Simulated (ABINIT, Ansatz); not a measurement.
**YSF (P4/nmm): one start, several treatments of the self-energy**

How much does the gap of YSF (P4/nmm) depend on the approximation to the self-energy?

Main program and level: ABINIT 10.8.3; LDA and many-body steps on it, plane waves.

## 1. The structure

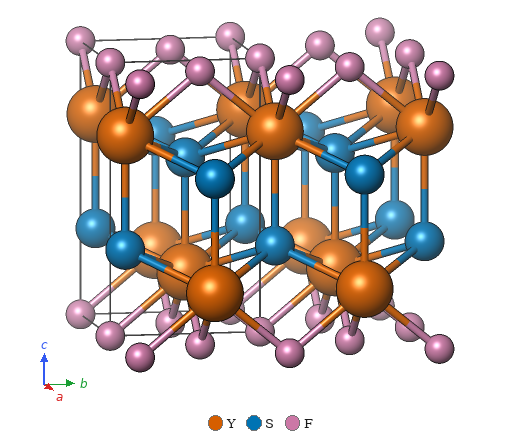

Start, viewed slightly off an axis; yttrium orange, sulfur blue, fluorine pink. 2×2×1 cells are drawn. Some periodic images of atoms are drawn too.

The cell and positions are those that the Materials Project relaxed with its own functionals (PBE, PBE+U or r2SCAN), kept fixed.

## 2. Empty states on the mesh, 4×4×2 mesh, 344 bands

This step: ABINIT 10.8.3; DFT, LDA, plane waves, norm-conserving pseudopotentials.

The sums over transitions need many empty states on a uniform mesh; this step solves for them.

run.abi reads:

```
acell 3*1.0 Angstrom
rprim 
  3.772985040000 0.000000000000 0.000000000000
  0.000000000000 3.772985040000 0.000000000000
  0.000000000000 0.000000000000 6.826667120000
ntypat 3
znucl 39 16 9
natom 6
typat 1 1 2 2 3 3
xred 
  0.000000000000 0.500000000000 0.227228020000
  0.500000000000 0.000000000000 0.772771980000
  0.000000000000 0.500000000000 0.645567190000
  0.500000000000 0.000000000000 0.354432810000
  0.000000000000 0.000000000000 0.000000000000
  0.500000000000 0.500000000000 0.000000000000
pp_dirpath "pseudos"
pseudos "Y.upf, S.upf, F.upf"
ecut 36
ngkpt 4 4 2
nshiftk 1
shiftk 0 0 0
kptopt 1
chksymbreak 0
iscf -2
irdden 1
istwfk *1
nband 344
nbdbuf 30
tolwfr 1e-09
nstep 60
prtvol 0
indata_prefix "in"
outdata_prefix "out"
tmpdata_prefix "tmp"
```

The run is started by

```
$ OMP_NUM_THREADS=1 mpirun -n 8 abinit run.abi > log
```

Numbers of over 12 decimals in the logs are rounded to 6 here.

The program printed:

```text
.Version 10.8.3 of ABINIT. v10.8.2 released Aug 2026.

 Symmetries : space group P4/n m m (#129); Bravais tP (primitive tetrag.)
[... echo of the input left out ...]
== DATASET  1 ==================================================================
-   mpi_nproc: 8, omp_nthreads: 1 (-1 if OMP is not activated)
-    --> not optimal distribution: autoparal keyword recommended in input file <--

--- !DatasetInfo
iteration_state: {dtset: 1, }
dimensions: {natom: 6, nkpt: 12, mband: 344, nsppol: 1, nspinor: 1, nspden: 1, mpw: 6802, }
cutoff_energies: {ecut:  36.0, pawecutdg:  -1.0, }
[...]
4.37968    4.37968    4.39949    4.40586    4.41150    4.42015    4.43574    4.43579
   4.43595    4.43610    4.46279    4.46555    4.47232    4.47479    4.49241    4.50165
 prteigrs : prtvol=0 or 1, do not print more k-points.

== END DATASET(S) ==============================================================
================================================================================

 -outvars: echo values of variables after computation  --------
            nband         344
             nkpt          12
          spgroup         129
 [... the other variables as echoed above ...]

 Calculation completed.
```

Wall time 4.9 min (8 MPI ranks of Arm Neoverse V1, shared host); peak memory 1 GiB.

This step gave:

| Quantity | Value |
| --- | --- |
| gap | 1.172 eV |
| k of the valence top | 0, 0, 0 |
| k of the conduction bottom | 0, 0, 0 |
| least direct gap | 1.172 eV |
| k points computed | 12 |
| lowest point of the top converged band, above the valence top | 106.4259 eV |

On this mesh the gap is 1.172 eV.

The density comes from a self-consistent run that is not shown.

## 3. Screening, 4×4×2 mesh, 142 bands, screening to 141.5 eV

The RPA dielectric matrix is built and inverted for each q.

This step: RPA screening on LDA, plane waves, norm-conserving pseudopotentials.

Edit run.abi of step 2 so:

```diff
@@ -24,10 +24,11 @@
 chksymbreak 0
-iscf -2
-irdden 1
 istwfk *1
-nband 344
-nbdbuf 30
-tolwfr 1e-09
-nstep 60
-prtvol 0
+occopt 1
+irdwfk 1
+optdriver 3
+nband 142
+ecuteps 5.2
+inclvkb 2
+awtr 1
+symchi 1
 indata_prefix "in"
```

The program printed:

```text
.Version 10.8.3 of ABINIT. v10.8.2 released Aug 2026.

 Symmetries : space group P4/n m m (#129); Bravais tP (primitive tetrag.)
[... echo of the input left out ...]
== DATASET  1 ==================================================================
-   mpi_nproc: 8, omp_nthreads: 1 (-1 if OMP is not activated)

--- !DatasetInfo
iteration_state: {dtset: 1, }
dimensions: {natom: 6, nkpt: 12, mband: 142, nsppol: 1, nspinor: 1, nspden: 1, mpw: 6802, }
cutoff_energies: {ecut:  36.0, pawecutdg:  -1.0, }
electrons: {nelect:   4.80000000E+01, charge:   0.00000000E+00, occopt:   1.00000000E+00, tsmear:   1.00000000E-02, }

 SCREENING: Calculation of the susceptibility and dielectric matrices

 Based on a program developped by R.W. Godby, V. Olevano, G. Onida, and L. Reining.
 Incorporated in ABINIT by V. Olevano, G.-M. Rignanese, and M. Torrent.
.Using double precision arithmetic ; gwpc =  8

[... cell and pseudopotentials left out ...]
--------------------------------------------------------------------------------

 ==== K-mesh for the wavefunctions ====
 Number of points in the irreducible wedge :    12
[... list of points left out ...]
 Together with 16 symmetry operations and time-reversal symmetry
 yields    32 points in the full Brillouin Zone.

 ==== Q-mesh for the screening function ====
 Number of points in the irreducible wedge :    12
[... list of points left out ...]
 Together with 16 symmetry operations and time-reversal symmetry
 yields    32 points in the full Brillouin Zone.

 setmesh: FFT mesh size selected  =    30x   30x   50
          total number of points  =        45000

 vcoul_init : cutoff-mode = AUXILIARY_FUNCTION
 q-points for optical limit:   1
     1)      0.000010    0.000020    0.000030

- screening: taking advantage of time-reversal symmetry
- Maximum band index for partially occupied states nbvw = 24
- Remaining bands to be divided among processors   nbcw = 118
- Number of bands treated by each node ~14

 Number of electrons calculated from density =   48.0000; Expected =   48.0000
 average of density, n =  0.073192
 r_s =    1.4830
 omega_plasma =   26.0969 [eV]

 calculating chi0 at frequencies [eV] :
  1    0.000000E+00    0.000000E+00
  2    0.000000E+00    2.609687E+01

--------------------------------------------------------------------------------
  q-point number  1        q = ( 0.000000, 0.000000, 0.000000) [r.l.u.]
--------------------------------------------------------------------------------
[... chi0 elements left out ...]
 For q-point:  0.000010 0.000020 0.000030
  dielectric constant =   6.0515
  dielectric constant without local fields =   7.0022

  Average fulfillment of the sum rule on Im[epsilon] for q-point    1 :     66.24  [%]
[... wings left out ...]
  q-point number  2        q = ( 0.250000, 0.000000, 0.000000) [r.l.u.]
--------------------------------------------------------------------------------
[... chi0 elements left out ...]
  Average fulfillment of the sum rule on Im[epsilon] for q-point    2 :     73.24  [%]

 [... 10 further q-points ...]
```

The job ended after 1.9 min (8 MPI ranks; peak memory 3.8 GiB).

This step gave:

```
ε∞ with local fields, on this mesh, along the program's q direction : 6.051
the same without local fields                                       : 7.002
plasma frequency                                                    : 26.10 eV
plane waves in the screening matrix                                 : 393
```

Local fields lower ε∞ by 14 %. On a Γ-centred mesh this coarse the value itself is usually too large, while a short band sum pulls it down.

## 4. G0W0, Godby-Needs plasmon pole

The self-energy is evaluated for the states that the input lists, and the levels follow from it, in one-shot runs by the linearised quasiparticle equation.

This step: G0W0 on LDA, plane waves, norm-conserving pseudopotentials.

Edit run.abi of step 3 so:

```diff
@@ -27,8 +27,15 @@
 irdwfk 1
-optdriver 3
+optdriver 4
 nband 142
+gwcalctyp 0
+ecutsigx 36
+symsigma 1
+nkptgw 1
+kptgw 
+  0.0000000000 0.0000000000 0.0000000000
+bdgw 
+  23 26
 ecuteps 5.2
-inclvkb 2
-awtr 1
-symchi 1
+irdscr 1
+ppmodel 1
 indata_prefix "in"
```

The program printed:

```text
.Version 10.8.3 of ABINIT. v10.8.2 released Aug 2026.

 Symmetries : space group P4/n m m (#129); Bravais tP (primitive tetrag.)
[... echo of the input left out ...]
== DATASET  1 ==================================================================
-   mpi_nproc: 8, omp_nthreads: 1 (-1 if OMP is not activated)

--- !DatasetInfo
iteration_state: {dtset: 1, }
dimensions: {natom: 6, nkpt: 12, mband: 142, nsppol: 1, nspinor: 1, nspden: 1, mpw: 6802, }
cutoff_energies: {ecut:  36.0, pawecutdg:  -1.0, }
electrons: {nelect:   4.80000000E+01, charge:   0.00000000E+00, occopt:   1.00000000E+00, tsmear:   1.00000000E-02, }

 SIGMA: Calculation of the GW corrections

 Based on a program developped by R.W. Godby, V. Olevano, G. Onida, and L. Reining.
 Incorporated in ABINIT by V. Olevano, G.-M. Rignanese, and M. Torrent.
.Using double precision arithmetic ; gwpc =  8

[... cell and pseudopotentials left out ...]
--------------------------------------------------------------------------------

 ==== K-mesh for the wavefunctions ====
 Number of points in the irreducible wedge :    12
[... list of points left out ...]
 Together with 16 symmetry operations and time-reversal symmetry
 yields    32 points in the full Brillouin Zone.

 ==== Q-mesh for screening function ====
 Number of points in the irreducible wedge :    12
[... list of points left out ...]
 Together with 16 symmetry operations and time-reversal symmetry
 yields    32 points in the full Brillouin Zone.

 vcoul_init : cutoff-mode = AUXILIARY_FUNCTION
 q-points for optical limit:   1
     1)      0.000010    0.000020    0.000030
 setmesh: FFT mesh size selected  =    40x   40x   72
          total number of points  =       115200

 Number of electrons calculated from density =   48.0000; Expected =   48.0000
 average of density, n =  0.073192
 r_s =    1.4830
 omega_plasma =   26.0969 [eV]

 === KS Band Gaps ===
  >>>> For spin  1
   Minimum direct gap =   1.1724 [eV], located at k-point      :   0.0000  0.0000  0.0000
   Fundamental gap    =   1.1724 [eV], Top of valence bands at :   0.0000  0.0000  0.0000
                                       Bottom of conduction at :   0.0000  0.0000  0.0000
 SIGMA fundamental parameters:
 PLASMON POLE MODEL  1
 number of plane-waves for SigmaX                 6783
 number of plane-waves for SigmaC and W            393
 number of plane-waves for wavefunctions          6783
 number of bands                                   142
 number of independent spin polarizations            1
 number of spinorial components                      1
 number of k-points in IBZ                          12
 number of q-points in IBZ                          12
 number of symmetry operations                      16
 number of k-points in BZ                           32
 number of q-points in BZ                           32
 number of frequencies for dSigma/dE                 9
 frequency step for dSigma/dE [eV]                0.25
 number of omega for Sigma on real axis              0
 max omega for Sigma on real axis  [eV]           0.00
 zcut for avoiding poles [eV]                     0.10

 EPSILON^-1 parameters (SCR file):
 dimension of the eps^-1 matrix on file            393
 dimension of the eps^-1 matrix used               393
 number of plane-waves for wavefunctions          6783
 number of bands                                   142
 number of q-points in IBZ                          12
 number of frequencies                               2
 number of real frequencies                          1
 number of imag frequencies                          1

 matrix elements of self-energy operator (all in [eV])

 Perturbative Calculation

--- !SelfEnergy_ee
iteration_state: {dtset: 1, }
kpoint     : [   0.000,    0.000,    0.000, ]
spin       : 1
KS_gap     :    1.172
QP_gap     :    2.896
Delta_QP_KS:    1.723
data: !SigmaeeData |
     Band     E0 <VxcDFT>   SigX SigC(E0)      Z dSigC/dE  Sig(E)    E-E0       E
       23   6.840 -13.583 -16.361   1.906   0.800  -0.250 -14.281  -0.698   6.142
       24   6.840 -13.583 -16.361   1.906   0.800  -0.250 -14.281  -0.698   6.142
       25   8.012 -11.644  -6.693  -3.709   0.826  -0.211 -10.618   1.026   9.038
       26   9.761 -14.045  -8.822  -3.710   0.794  -0.259 -12.843   1.202  10.963

== END DATASET(S) ==============================================================
================================================================================

 -outvars: echo values of variables after computation  --------
           etotal      0.0000000000E+00
            nband         142
             nkpt          12
          spgroup         129
 [... the other variables as echoed above ...]

 Calculation completed.
```

It took 11 s on 8 MPI ranks; peak memory 2.8 GiB; 84 s of CPU time.

Numbers from this step:

* G0W0 gap on the points computed: 2.896 eV
* starting gap on the mesh: 1.172 eV
* k of the valence top: 0, 0, 0
* k of the conduction bottom: 0, 0, 0
* Z at the valence top: 0.8
* Z at the conduction bottom: 0.826
* least direct G0W0 gap on the computed points: 2.896 eV

The gap on the mesh goes from 1.17 eV to 2.90 eV, a correction of +1.72 eV.

## 5. G0W0, Engel-Farid plasmon pole

Edit run.abi of step 4 so:

```diff
@@ -39,3 +39,3 @@
 irdscr 1
-ppmodel 1
+ppmodel 4
 indata_prefix "in"
```

The program printed:

```text
.Version 10.8.3 of ABINIT. v10.8.2 released Aug 2026.

 Symmetries : space group P4/n m m (#129); Bravais tP (primitive tetrag.)
[... echo of the input left out ...]
== DATASET  1 ==================================================================
-   mpi_nproc: 8, omp_nthreads: 1 (-1 if OMP is not activated)

--- !DatasetInfo
iteration_state: {dtset: 1, }
dimensions: {natom: 6, nkpt: 12, mband: 142, nsppol: 1, nspinor: 1, nspden: 1, mpw: 6802, }
cutoff_energies: {ecut:  36.0, pawecutdg:  -1.0, }
electrons: {nelect:   4.80000000E+01, charge:   0.00000000E+00, occopt:   1.00000000E+00, tsmear:   1.00000000E-02, }

 SIGMA: Calculation of the GW corrections

 Based on a program developped by R.W. Godby, V. Olevano, G. Onida, and L. Reining.
 Incorporated in ABINIT by V. Olevano, G.-M. Rignanese, and M. Torrent.
.Using double precision arithmetic ; gwpc =  8

[... cell and pseudopotentials left out ...]
--------------------------------------------------------------------------------

 ==== K-mesh for the wavefunctions ====
 Number of points in the irreducible wedge :    12
[... list of points left out ...]
 Together with 16 symmetry operations and time-reversal symmetry
 yields    32 points in the full Brillouin Zone.

 ==== Q-mesh for screening function ====
 Number of points in the irreducible wedge :    12
[... list of points left out ...]
 Together with 16 symmetry operations and time-reversal symmetry
 yields    32 points in the full Brillouin Zone.

 vcoul_init : cutoff-mode = AUXILIARY_FUNCTION
 q-points for optical limit:   1
     1)      0.000010    0.000020    0.000030
 setmesh: FFT mesh size selected  =    40x   40x   72
          total number of points  =       115200

 Number of electrons calculated from density =   48.0000; Expected =   48.0000
[...]
number of k-points in IBZ                          12
 number of q-points in IBZ                          12
 number of symmetry operations                      16
 number of k-points in BZ                           32
 number of q-points in BZ                           32
 number of frequencies for dSigma/dE                 9
 frequency step for dSigma/dE [eV]                0.25
 number of omega for Sigma on real axis              0
 max omega for Sigma on real axis  [eV]           0.00
 zcut for avoiding poles [eV]                     0.10

 EPSILON^-1 parameters (SCR file):
 dimension of the eps^-1 matrix on file            393
 dimension of the eps^-1 matrix used               393
 number of plane-waves for wavefunctions          6783
 number of bands                                   142
 number of q-points in IBZ                          12
 number of frequencies                               2
 number of real frequencies                          1
 number of imag frequencies                          1

 matrix elements of self-energy operator (all in [eV])

 Perturbative Calculation

--- !SelfEnergy_ee
iteration_state: {dtset: 1, }
kpoint     : [   0.000,    0.000,    0.000, ]
spin       : 1
KS_gap     :    1.172
QP_gap     :    2.909
Delta_QP_KS:    1.737
data: !SigmaeeData |
     Band     E0 <VxcDFT>   SigX SigC(E0)      Z dSigC/dE  Sig(E)    E-E0       E
       23   6.840 -13.583 -16.361   1.765   0.806  -0.240 -14.400  -0.817   6.023
       24   6.840 -13.583 -16.361   1.765   0.806  -0.240 -14.400  -0.817   6.023
       25   8.012 -11.644  -6.693  -3.851   0.837  -0.195 -10.724   0.920   8.933
       26   9.761 -14.045  -8.822  -3.812   0.825  -0.212 -12.880   1.165  10.926

== END DATASET(S) ==============================================================
================================================================================

 -outvars: echo values of variables after computation  --------
           etotal      0.0000000000E+00
            nband         142
             nkpt          12
          spgroup         129
 [... the other variables as echoed above ...]

 Calculation completed.
```

The job ended after 10 s (8 MPI ranks; peak memory 2 GiB).

This step gave:

| Item | Value |
| --- | --- |
| G0W0 gap on the points computed | 2.91 eV |
| starting gap on the mesh | 1.172 eV |
| k of the valence top | 0, 0, 0 |
| k of the conduction bottom | 0, 0, 0 |
| Z at the valence top | 0.806 |
| Z at the conduction bottom | 0.837 |
| least direct G0W0 gap on the computed points | 2.91 eV |

Against G0W0 in ABINIT (4×4×2 mesh, 142 bands, screening to 141.5 eV, Godby-Needs plasmon pole), the gap moves by +0.014 eV.

## 6. G0W0, von der Linden-Horsch plasmon pole

Edit run.abi of step 5 so:

```diff
@@ -39,3 +39,3 @@
 irdscr 1
-ppmodel 4
+ppmodel 3
 indata_prefix "in"
```

The program printed:

```text
.Version 10.8.3 of ABINIT. v10.8.2 released Aug 2026.

 Symmetries : space group P4/n m m (#129); Bravais tP (primitive tetrag.)
[... echo of the input left out ...]
== DATASET  1 ==================================================================
-   mpi_nproc: 8, omp_nthreads: 1 (-1 if OMP is not activated)

--- !DatasetInfo
iteration_state: {dtset: 1, }
dimensions: {natom: 6, nkpt: 12, mband: 142, nsppol: 1, nspinor: 1, nspden: 1, mpw: 6802, }
cutoff_energies: {ecut:  36.0, pawecutdg:  -1.0, }
[...]
24   6.840 -13.583 -16.361   1.614   0.840  -0.190 -14.561  -0.978   5.862
       25   8.012 -11.644  -6.693  -4.061   0.865  -0.156 -10.874   0.770   8.782
       26   9.761 -14.045  -8.822  -3.954   0.857  -0.167 -12.958   1.087  10.848

== END DATASET(S) ==============================================================
================================================================================

 -outvars: echo values of variables after computation  --------
           etotal      0.0000000000E+00
            nband         142
             nkpt          12
          spgroup         129
 [... the other variables as echoed above ...]

 Calculation completed.
```

It took 10 s on 8 MPI ranks; peak memory 2 GiB.

This step gave:

```
G0W0 gap on the points computed              : 2.92 eV
starting gap on the mesh                     : 1.172 eV
k of the valence top                         : 0, 0, 0
k of the conduction bottom                   : 0, 0, 0
least direct G0W0 gap on the computed points : 2.92 eV
```

Against G0W0 in ABINIT (4×4×2 mesh, 142 bands, screening to 141.5 eV, Godby-Needs plasmon pole), the gap moves by +0.024 eV.

## 7. One-shot Hartree-Fock

This step: one-shot Hartree-Fock on LDA, plane waves, norm-conserving pseudopotentials.

Edit run.abi of step 6 so:

```diff
@@ -28,4 +28,4 @@
 optdriver 4
-nband 142
-gwcalctyp 0
+nband 28
+gwcalctyp 5
 ecutsigx 36
@@ -37,5 +37,4 @@
   23 26
-ecuteps 5.2
-irdscr 1
-ppmodel 3
+ixc_sigma 40
+fftgw 31
 indata_prefix "in"
```

The program printed:

```text
.Version 10.8.3 of ABINIT. v10.8.2 released Aug 2026.

 Symmetries : space group P4/n m m (#129); Bravais tP (primitive tetrag.)
[... echo of the input left out ...]
== DATASET  1 ==================================================================
-   mpi_nproc: 8, omp_nthreads: 1 (-1 if OMP is not activated)

--- !DatasetInfo
iteration_state: {dtset: 1, }
dimensions: {natom: 6, nkpt: 12, mband: 28, nsppol: 1, nspinor: 1, nspden: 1, mpw: 6802, }
cutoff_energies: {ecut:  36.0, pawecutdg:  -1.0, }
[...]
24   6.840 -13.583 -16.361   0.000   1.000   0.000 -16.361  -2.778   4.062
       25   8.012 -11.644  -6.693   0.000   1.000   0.000  -6.693   4.951  12.964
       26   9.761 -14.045  -8.822   0.000   1.000   0.000  -8.822   5.223  14.984

== END DATASET(S) ==============================================================
================================================================================

 -outvars: echo values of variables after computation  --------
           etotal      0.0000000000E+00
            nband          28
             nkpt          12
          spgroup         129
 [... the other variables as echoed above ...]

 Calculation completed.
```

The job ended after 3.7 s (8 MPI ranks; peak memory 0.69 GiB).

This step gave:

```
quasiparticle gap on the points computed              : 8.902 eV
starting gap on the mesh                              : 1.172 eV
k of the valence top                                  : 0, 0, 0
k of the conduction bottom                            : 0, 0, 0
least direct quasiparticle gap on the computed points : 8.902 eV
```

Against G0W0 in ABINIT (4×4×2 mesh, 142 bands, screening to 141.5 eV, Godby-Needs plasmon pole), the gap moves by +6.006 eV.

[end of part 1 of 2]

[Paths, hosts, dates, memory and timing lines, banners, echoed tables and standing remarks are left out of the program output.]

[Logs are printed without paths, hosts, clocks, repeated set-up lines and the standing remarks that a program may print on its own settings, such as how far it seeks lower states.]

[Runs of the session that timed out or met a known fault of the program may be left out.]

[Hosts, paths, dates, database ids (printed as entryN), source tags and the programs' standing remarks are cut or masked in the printed files.]

[G0W0 gaps are taken among the corrected bands and points alone; a level outside them can change the order at an edge.]

[Where Ansatz stands beside ABINIT at settings called matched, ABINIT's density can come from a denser mesh and the files from another edition; pairs whose starting gaps differed by over 0.03 eV were left out, so agreement reads better than it is.]
